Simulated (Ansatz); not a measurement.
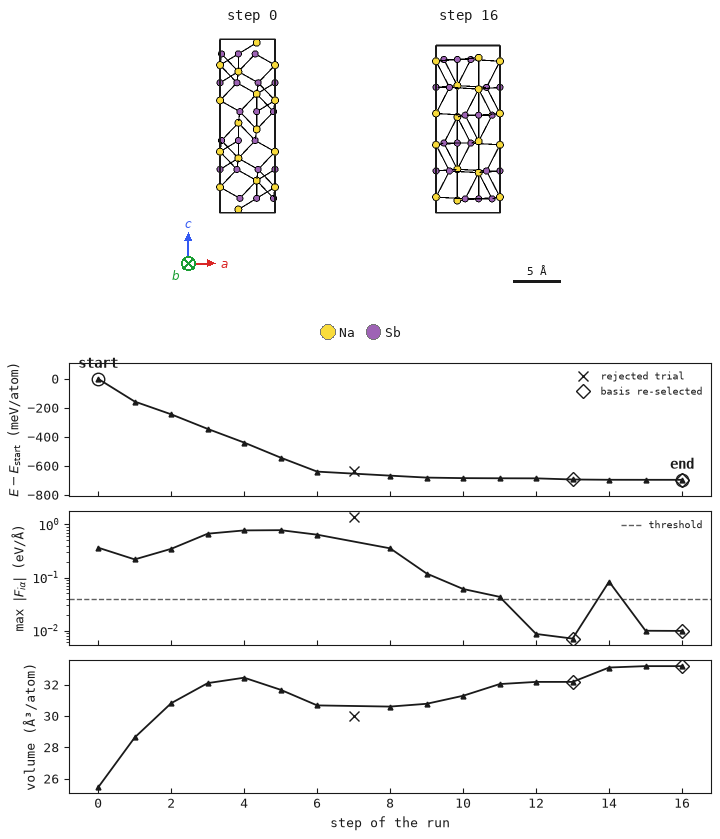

First and last geometry of a relaxation of solid Na$_{2}$Sb$_{3}$ (built on the corundum_167 type) (coarse preliminary run), with the history of the run. Style: ball-and-stick. Shown: the conventional cell (3 times the calculation's cell), along the b axis. Lengths and directions refer to the drawn axes.

Case: corundum type (R-3c, No. 167).

These are results of DFT PBE, scalar-relativistic, plane waves, PAW in Ansatz 0.2.0, not measurements.

Input
```yaml
crystal:
  lattice:
    - [3.4306076658, 1.9806622593, 6.2442211282]
    - [-3.4306076658, 1.9806622593, 6.2442211282]
    - [0.0, -3.9613245188, 6.2442211282]
  atoms:
    - { symbol: Na, position: [0.85218, 0.85218, 0.85218] }
    - { symbol: Na, position: [0.64782, 0.64782, 0.64782] }
    - { symbol: Na, position: [0.14782, 0.14782, 0.14782] }
    - { symbol: Na, position: [0.35218, 0.35218, 0.35218] }
    - { symbol: Sb, position: [0.05625, 0.44375, 0.75] }
    - { symbol: Sb, position: [0.75, 0.05625, 0.44375] }
    - { symbol: Sb, position: [0.44375, 0.75, 0.05625] }
    - { symbol: Sb, position: [0.94375, 0.55625, 0.25] }
    - { symbol: Sb, position: [0.25, 0.94375, 0.55625] }
    - { symbol: Sb, position: [0.55625, 0.25, 0.94375] }
basis:
  ecutwfc: 420
kpoints:
  mp_grid: { grid: [3, 3, 3] }
hamiltonian:
  xc: pbe
scf:
  occupations: { method: gaussian, width: 0.1 }
  lower_state_search: "off"
output:
  forces: true
  stress: true
  eigenvalues: true
relax:
  adjacent_minimum: "off"
  f_tol: 0.04
  max_steps: 70
  cell: { stress_tol: 0.4 }
```

Launched with:
```bash
ansatz run input.yaml --threads 1 --pin off --max-ram 2560MiB --backend cpu --events-out ev --progress --plain --runs-dir out
```

Question: Did the run converge, and what did it change?

Answer: It converged. Over 13 accepted moves (16 points after the start) the energy falls by 696 meV per atom. Largest force component: 0.36 eV/Å at the start, 0.0099 eV/Å at the end. Pressure: 10.23 GPa at the start and 0.03 GPa at the end. The line search rejected the trial step at point 7 of the run. At 2 points the geometry stayed and the basis and grid were re-selected for the new cell (energy shift of 7.9 meV per atom at most each time). The largest moves relative to the cell, 0.98 Å, are those of Na1, Na2, Na3 and Na4. Na1 goes along +c. By element the largest moves are Na 0.98 Å, Sb 0.76 Å. The volume changes by +30.4 %, with a = b 6.861 → 7.975 Å (+16.2 %), c 18.733 → 18.072 Å (−3.5 %). Some distances before and after: Na1–Na3 5.538 → 3.388 Å, Sb5–Sb6 3.639 → 2.906 Å, Na1–Sb10 2.674 → 3.267 Å, Na1–Sb5 2.842 → 3.285 Å. New bonds form: Na1–Na3 (5.54 → 3.39 Å), Na2–Na4 (5.54 → 3.39 Å). Among the angles between lasting bonds that change: Sb5–Na3–Sb9 164.2° → 122.8°, Na3–Sb10–Na4 84.7° → 118.6°, Na1–Sb10–Na2 120.4° → 90.0°. The space group stays R-3c (No. 167). The run took 5.8 min on 1 thread of Arm Neoverse N1, with other jobs on the host, peak memory 0.59 GiB.

| step | E − E(0), meV/atom | largest force component, eV/Å | pressure, GPa | volume, Å³/atom | note |
| --- | --- | --- | --- | --- | --- |
| 0 | 0.00 | 0.3644 | 10.23 | 25.457 |  |
| 1 | -156.36 | 0.2193 | 4.17 | 28.633 |  |
| 2 | -244.44 | 0.3470 | 1.33 | 30.820 |  |
| 3 | -344.85 | 0.6692 | -0.52 | 32.100 |  |
| 4 | -439.16 | 0.7716 | -1.84 | 32.446 |  |
| 5 | -542.92 | 0.7797 | -1.74 | 31.675 |  |
| 6 | -639.27 | 0.6409 | -0.21 | 30.679 |  |
| 7 | -636.21 | 1.3533 | 3.33 | 29.993 | rejected |
| 8 | -667.07 | 0.3544 | 0.13 | 30.604 |  |
| 9 | -680.50 | 0.1189 | 0.54 | 30.781 |  |
| 10 | -684.18 | 0.0608 | 0.16 | 31.293 |  |
| 11 | -685.24 | 0.0432 | -0.13 | 32.039 |  |
| 12 | -685.70 | 0.0086 | 0.01 | 32.178 |  |
| 13 | -693.57 | 0.0071 | 0.52 | 32.178 | same geometry, new basis |
| 14 | -695.55 | 0.0836 | -0.09 | 33.095 |  |
| 15 | -695.79 | 0.0099 | 0.04 | 33.184 |  |
| 16 | -695.90 | 0.0099 | 0.03 | 33.184 | same geometry, new basis |
